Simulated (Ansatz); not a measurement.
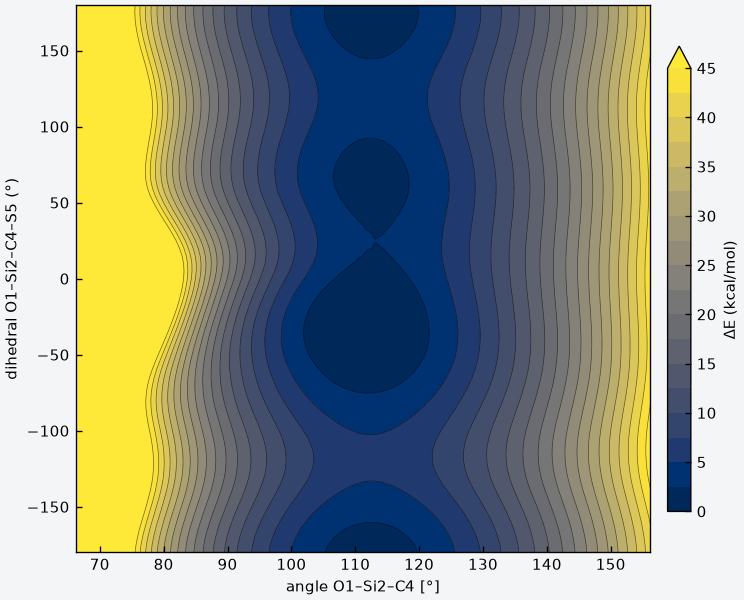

CH5FOSSi, SMILES O[SiH](F)CS. First axis: angle O1–Si2–C4. Second axis: dihedral O1–Si2–C4–S5. Nothing is relaxed (all other coordinates rigid). Grid: 15 × 15 points. Points are written as (first, second). All energies are given in kcal/mol relative to the lowest grid point. Level of theory: RKS PBE-D4/def2-TZVP in Ansatz 0.2.0.

Drawn: filled contours, one colour for all values above the top of the scale. Between grid points the surface is interpolated.

The lowest grid point is at (111.2°, −36°). There is a further well near (111.2°, −180°) (1.4 kcal/mol above the lowest at that grid point). The highest grid point, (66.2°, −12°), lies 209 kcal/mol above the lowest. Round the minimum the two coordinates are nearly uncoupled.

The level of theory is changed to RHF/def2-TZVP (Ansatz 0.2.0); with it change the reference geometry, relaxed at the new level; the new grid has 13 × 12 points, laid about the new relaxed structure.

Question: What does this change do to the map?

Answer: The minimum (interpolated where it lies between grid points) moves from about (111°, −35°) to about (112°, 175°). The curvature at the minimum changes by less than a tenth (about 7.6) eV/rad² along angle O1–Si2–C4 and from about 0.52 to 0.65 eV/rad² along dihedral O1–Si2–C4–S5.

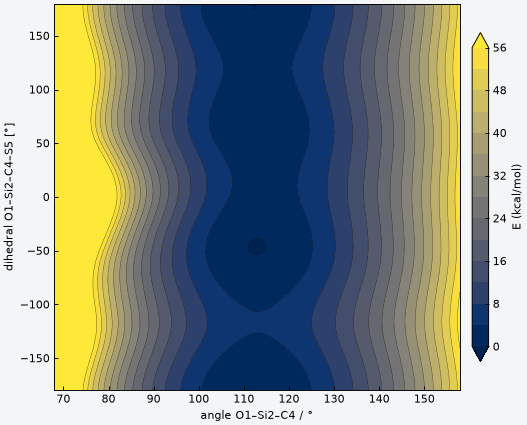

The map after the change, on a colour scale of its own. The picture shows filled contours, one colour for all values above the top of the scale. Between grid points the surface is interpolated.
